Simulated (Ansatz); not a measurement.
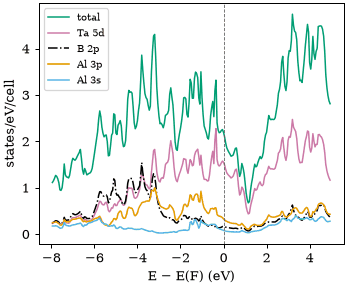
Fig. 1. Total and projected density of states of TaAlB in space group Cmcm (No. 63; Al on 4c, B on 4c, Ta on 4c), the program Ansatz at the PBEsol level (PAW)

Problem. Which orbitals carry the states next to the Fermi level?

Solution. Within 0.5 eV of the Fermi level: Ta 5d 69 %, Al 3p 16 %, B 2p 7 %. Projections are on Löwdin-orthogonalised atomic valence shells; empty p or d shells of many metals are not among them.

Problem. Where is the tallest occupied peak in this window, and what makes it?

Solution. Near -3.2 eV, about 4.3 states/eV per cell; the largest projected share is Ta 5d.

The start of the workflow was typed in or built on a structure type; neither database checked (COD, Materials Project) lists it. Its standing as an ambient phase is unchecked. Symmetry was held in the PBEsol relaxation; whether a distortion lowers the energy is not shown. No spin polarisation was allowed. Scalar-relativistic: spin–orbit coupling is off unless named, which matters more the heavier the elements.

Potentials: the earlier of the program's two PAW sets. The files were generated under PBE; for other functionals the program regenerates the frozen cores, and for LDA and PBEsol the local potential too.
